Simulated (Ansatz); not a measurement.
Cost and result by functional for the surface energy of the (221) surface of bcc Nb in its 1x1 cell, outermost plane spacing 0.55 Å in the ideal cut, in Ansatz (plane waves, PAW). Single points on the PBE structure, on one kind of machine; costs are rough ratios of the slab run's core time (references not counted) to the cheapest single point. r2SCAN's cost holds its higher cutoff (500 against 420 eV). Differences are taken against r2SCAN for comparison alone: no measured value is at hand, so the table doesn't rank accuracy.

Model: 20-atom slab, 10.5 Å thick at the start (thin: gaps and levels are the slab's own), 9x6x1 mesh, Fermi-Dirac 0.1 eV, dipole correction, all atoms relaxed; held to the part of the start's symmetry that mesh and held atoms allow; no spin, no spin-orbit, no U. These notes are the PBE run's.

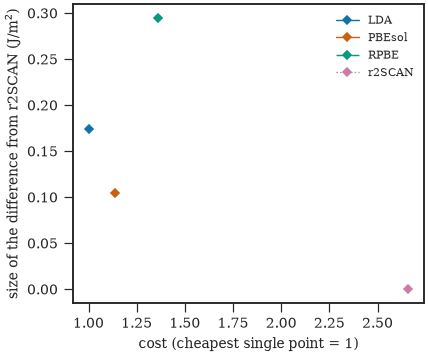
Figure: Difference from r2SCAN against cost

```json
[
 {"functional": "LDA", "relative cost": "1", "surface energy (J/m²)": "2.64", "less r2SCAN (J/m²)": "0.17"},
 {"functional": "PBEsol", "relative cost": "1", "surface energy (J/m²)": "2.57", "less r2SCAN (J/m²)": "0.10"},
 {"functional": "RPBE", "relative cost": "1", "surface energy (J/m²)": "2.17", "less r2SCAN (J/m²)": "-0.29"},
 {"functional": "r2SCAN", "relative cost": "3", "surface energy (J/m²)": "2.47", "less r2SCAN (J/m²)": "0.00"},
 {"functional": "PBE (the relaxed run's value)", "relative cost": "–", "surface energy (J/m²)": "2.33", "less r2SCAN (J/m²)": "-0.14"}
]
```

The values span 0.47 J/m², while the single points' costs differ by a factor of roughly 3. Differences are of unrounded values.

Ansatz is a first-principles code.
